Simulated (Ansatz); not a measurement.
# Geometry relaxation of SiHCl2F (part 2 of 2)

SiHCl2F; RKS PBE0-D4/cc-pVDZ (Ansatz 0.2.0). It belongs to a series of runs on one base structure; here: end point B relaxed.

Geometry of the input (Å):
```
Si -0.7712  0.0132  0.1862
H  1.4120  -0.0183  1.7117
Cl 2.4783  -0.0211  0.9088
Cl -1.1096  1.6767  -1.0523
F  -0.8346  -1.2097  -0.9227
```

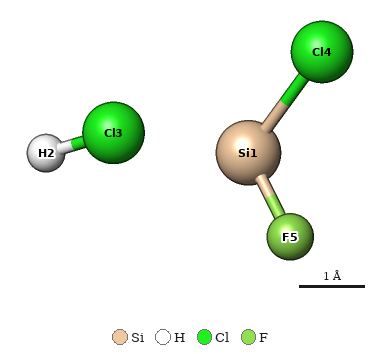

Fig. 1: The geometry at step 16 of the log (ball-and-stick view, seen at a tilt; atoms are numbered from 1 in the order of the input).

Trajectory as extended XYZ, continued:
```
5
Properties=species:S:1:pos:R:3:forces:R:3 step=5 energy=-35644.29798
Si   -0.8516    0.0103    0.1311   -0.0672  -0.0159   0.0259
H     1.6512   -0.0287    1.9386    0.2460  -0.0009  -0.2325
Cl    2.3960   -0.0223    0.8688   -0.2375   0.0093   0.2390
Cl   -1.1502    1.6847   -1.1169    0.0349  -0.0007  -0.0152
F    -0.8705   -1.2033   -0.9899    0.0237   0.0082  -0.0173
5
Properties=species:S:1:pos:R:3:forces:R:3 step=6 energy=-35644.31167
Si   -0.8870    0.0054    0.1204   -0.0932   0.0216  -0.0011
H     1.7663   -0.0179    2.0286    0.2450  -0.0094  -0.4500
Cl    2.3041   -0.0387    0.8347   -0.2454   0.0219   0.4324
Cl   -1.1547    1.6869   -1.1367    0.0553  -0.0282   0.0245
F    -0.8537   -1.1950   -1.0155    0.0382  -0.0059  -0.0059
5
Properties=species:S:1:pos:R:3:forces:R:3 step=7 energy=-35644.32553
Si   -0.9492    0.0010    0.1325   -0.0071  -0.0678  -0.0527
H     1.7914   -0.0304    2.0240    0.1182   0.0012  -0.1925
Cl    2.2608   -0.0196    0.8118   -0.1550   0.0125   0.1823
Cl   -1.1125    1.6859   -1.1332    0.0361  -0.0016   0.0078
F    -0.8154   -1.1963   -1.0034    0.0078   0.0558   0.0551
5
Properties=species:S:1:pos:R:3:forces:R:3 step=8 energy=-35644.33094
Si   -0.9736   -0.0251    0.1422   -0.0868   0.0005   0.0176
H     1.8862   -0.0406    2.0591    0.1139   0.0455  -0.8368
Cl    2.0775    0.0310    0.7532   -0.1123  -0.0336   0.7996
Cl   -1.0200    1.6771   -1.1165    0.0446   0.0232   0.0151
F    -0.7951   -1.2018   -1.0064    0.0407  -0.0355   0.0045
5
Properties=species:S:1:pos:R:3:forces:R:3 step=9 energy=-35644.34239
Si   -1.0723   -0.0280    0.1634    0.1761  -0.1601  -0.3955
H     1.9060   -0.0586    2.0100    0.0253   0.0348  -0.4068
Cl    1.9626    0.0496    0.7090   -0.0449  -0.0235   0.4257
Cl   -0.9354    1.6799   -1.0953   -0.0254  -0.0650   0.1009
F    -0.6858   -1.2022   -0.9555   -0.1310   0.2137   0.2757
5
Properties=species:S:1:pos:R:3:forces:R:3 step=10 energy=-35644.33892 accepted=F
Si   -1.0544   -0.0319    0.1209   -0.1546   0.1388   0.2077
H     2.0247   -0.1092    2.0552   -0.0935   0.0593  -0.3880
Cl    1.9267    0.1261    0.7741    0.1281  -0.0449   0.3360
Cl   -0.9490    1.6774   -1.1336    0.0440  -0.0379  -0.0027
F    -0.7729   -1.2216   -0.9850    0.0760  -0.1154  -0.1530
5
Properties=species:S:1:pos:R:3:forces:R:3 step=11 energy=-35644.34869
Si   -1.0605   -0.0317    0.1417    0.0665  -0.1120  -0.1142
H     1.9195   -0.0604    2.0307    0.0120   0.0161  -0.1742
Cl    2.0192    0.0675    0.7421   -0.0471  -0.0107   0.1661
Cl   -0.9551    1.6794   -1.1021    0.0062  -0.0082   0.0098
F    -0.7481   -1.2141   -0.9808   -0.0375   0.1148   0.1124
5
Properties=species:S:1:pos:R:3:forces:R:3 step=12 energy=-35644.35115
Si   -1.0385   -0.0380    0.1556    0.0237  -0.0254  -0.0384
H     1.8889   -0.0765    2.0045    0.0066   0.0023  -0.0379
Cl    1.9902    0.1026    0.7263   -0.0175  -0.0036   0.0388
Cl   -0.9199    1.6733   -1.0885   -0.0027  -0.0043   0.0036
F    -0.7457   -1.2207   -0.9663   -0.0101   0.0310   0.0339
5
Properties=species:S:1:pos:R:3:forces:R:3 step=13 energy=-35644.35144
Si   -1.0342   -0.0365    0.1571   -0.0040   0.0080   0.0180
H     1.8910   -0.0912    1.9990    0.0002  -0.0027  -0.0096
Cl    1.9737    0.1193    0.7252    0.0005   0.0009   0.0097
Cl   -0.9127    1.6717   -1.0910   -0.0011   0.0010  -0.0073
F    -0.7427   -1.2227   -0.9587    0.0044  -0.0072  -0.0108
5
Properties=species:S:1:pos:R:3:forces:R:3 step=14 energy=-35644.35155
Si   -1.0342   -0.0342    0.1579   -0.0078   0.0169   0.0253
H     1.8922   -0.1050    1.9958    0.0000  -0.0031  -0.0090
Cl    1.9691    0.1338    0.7266    0.0026   0.0009   0.0095
Cl   -0.9104    1.6703   -1.0954   -0.0016  -0.0011  -0.0075
F    -0.7417   -1.2241   -0.9532    0.0068  -0.0137  -0.0184
5
Properties=species:S:1:pos:R:3:forces:R:3 step=15 energy=-35644.30287 accepted=F
Si   -1.0388    0.0004    0.1653   -0.0177   0.0894   0.0274
H     1.9147   -0.2926    1.9590    0.0225   0.7275  -1.4403
Cl    1.9247    0.3218    0.7536   -0.0193  -0.7381   1.4450
Cl   -0.8949    1.6514   -1.1634   -0.0086  -0.0446   0.0137
F    -0.7308   -1.2404   -0.8830    0.0231  -0.0342  -0.0458
5
Properties=species:S:1:pos:R:3:forces:R:3 step=16 energy=-35644.34914 accepted=F
Si   -1.0378   -0.0151    0.1613   -0.0119   0.0406   0.0175
H     1.9066   -0.1978    1.9800    0.0155   0.1407  -0.4351
Cl    1.9487    0.2226    0.7416   -0.0119  -0.1432   0.4353
Cl   -0.9082    1.6612   -1.1323   -0.0020  -0.0187   0.0047
F    -0.7343   -1.2302   -0.9190    0.0104  -0.0195  -0.0224
5
Properties=species:S:1:pos:R:3:forces:R:3 step=17 energy=-35644.35184
Si   -1.0359   -0.0234    0.1599   -0.0073   0.0217   0.0113
H     1.8993   -0.1512    1.9888    0.0052   0.0243  -0.1156
Cl    1.9614    0.1752    0.7348   -0.0029  -0.0255   0.1153
Cl   -0.9131    1.6658   -1.1157   -0.0009  -0.0077   0.0010
F    -0.7367   -1.2258   -0.9362    0.0058  -0.0129  -0.0120
5
Properties=species:S:1:pos:R:3:forces:R:3 step=18 energy=-35644.35219
Si   -1.0383   -0.0142    0.1620   -0.0034   0.0172   0.0052
H     1.9013   -0.1875    1.9777    0.0079   0.0394  -0.1421
Cl    1.9549    0.2077    0.7422   -0.0065  -0.0401   0.1432
Cl   -0.9134    1.6622   -1.1303   -0.0009  -0.0086   0.0013
F    -0.7296   -1.2274   -0.9200    0.0029  -0.0079  -0.0076
5
Properties=species:S:1:pos:R:3:forces:R:3 step=19 energy=-35644.35279
Si   -1.0422   -0.0053    0.1605   -0.0105   0.0039   0.0030
H     1.9172   -0.2233    1.9701    0.0004   0.0392  -0.1215
Cl    1.9467    0.2408    0.7588    0.0008  -0.0383   0.1169
Cl   -0.9158    1.6577   -1.1484    0.0042  -0.0045   0.0003
F    -0.7308   -1.2291   -0.9094    0.0050  -0.0003   0.0012
5
Properties=species:S:1:pos:R:3:forces:R:3 step=20 energy=-35644.34450 accepted=F
Si   -1.0712    0.0187    0.1727    0.0964  -0.0329  -0.1235
H     1.8962   -0.3318    1.9075    0.0516   0.3492  -0.5872
Cl    1.9374    0.3436    0.7785   -0.0748  -0.3631   0.6108
Cl   -0.8974    1.6431   -1.1804   -0.0292  -0.0173   0.0225
F    -0.6901   -1.2329   -0.8467   -0.0440   0.0640   0.0775
5
Properties=species:S:1:pos:R:3:forces:R:3 step=21 energy=-35644.35407
Si   -1.0520    0.0080    0.1630   -0.0060   0.0079   0.0140
H     1.9233   -0.2788    1.9397    0.0012  -0.0022  -0.0111
Cl    1.9286    0.2920    0.7786   -0.0015   0.0025   0.0101
Cl   -0.9090    1.6509   -1.1691    0.0023   0.0013  -0.0057
F    -0.7159   -1.2314   -0.8806    0.0041  -0.0095  -0.0073
5
Properties=species:S:1:pos:R:3:forces:R:3 step=22 energy=-35644.35406 accepted=F
Si   -1.0598    0.0204    0.1617   -0.0123  -0.0075   0.0073
H     1.9448   -0.3311    1.9182   -0.0092   0.1187  -0.2113
Cl    1.9086    0.3419    0.8050    0.0089  -0.1176   0.2051
Cl   -0.9051    1.6445   -1.1926    0.0068  -0.0013  -0.0052
F    -0.7135   -1.2350   -0.8606    0.0057   0.0077   0.0040
5
Properties=species:S:1:pos:R:3:forces:R:3 step=23 energy=-35644.35455
Si   -1.0594    0.0139    0.1641    0.0049   0.0038  -0.0026
H     1.9289   -0.3045    1.9249    0.0027   0.0123  -0.0367
Cl    1.9185    0.3165    0.7889   -0.0054  -0.0130   0.0380
Cl   -0.9038    1.6471   -1.1788   -0.0012   0.0008  -0.0018
F    -0.7091   -1.2322   -0.8676   -0.0010  -0.0039   0.0032
5
Properties=species:S:1:pos:R:3:forces:R:3 step=24 energy=-35644.35497
Si   -1.0616    0.0229    0.1642   -0.0059  -0.0046  -0.0016
H     1.9406   -0.3449    1.9029   -0.0027   0.0782  -0.1343
Cl    1.9031    0.3571    0.8111    0.0022  -0.0797   0.1318
Cl   -0.8990    1.6422   -1.1955    0.0027  -0.0048  -0.0029
F    -0.7081   -1.2366   -0.8509    0.0036   0.0109   0.0070
5
Properties=species:S:1:pos:R:3:forces:R:3 step=25 energy=-35644.35564
Si   -1.0772    0.0345    0.1660    0.0184  -0.0121  -0.0227
H     1.9460   -0.3823    1.8734   -0.0038   0.0967  -0.1431
Cl    1.8845    0.3854    0.8272   -0.0011  -0.0977   0.1460
Cl   -0.8935    1.6373   -1.2108   -0.0033  -0.0029   0.0010
F    -0.6848   -1.2341   -0.8241   -0.0101   0.0161   0.0188
5
Properties=species:S:1:pos:R:3:forces:R:3 step=26 energy=-35644.35435 accepted=F
Si   -1.0719    0.0480    0.1621   -0.0415  -0.0334  -0.0017
H     1.9837   -0.4365    1.8381   -0.0423   0.2271  -0.2572
Cl    1.8569    0.4440    0.8835    0.0508  -0.2256   0.2407
Cl   -0.8899    1.6278   -1.2416    0.0167  -0.0042  -0.0027
F    -0.7038   -1.2425   -0.8104    0.0164   0.0361   0.0209
5
Properties=species:S:1:pos:R:3:forces:R:3 step=27 energy=-35644.35684
Si   -1.0821    0.0434    0.1654   -0.0028  -0.0038   0.0185
H     1.9556   -0.4127    1.8446   -0.0008   0.0145  -0.0283
Cl    1.8665    0.4128    0.8512   -0.0001  -0.0143   0.0288
Cl   -0.8882    1.6321   -1.2245    0.0019   0.0102  -0.0143
F    -0.6768   -1.2350   -0.8051    0.0018  -0.0066  -0.0047
```

Results in brief:

- outcome: converged
- total energy: −35644.3569 eV
- mean-field energy: −35644.2431 eV
- largest force (length of the vector) at the end: 0.032 eV/Å
- wall time: 82 s
- peak memory: 0.15 GiB
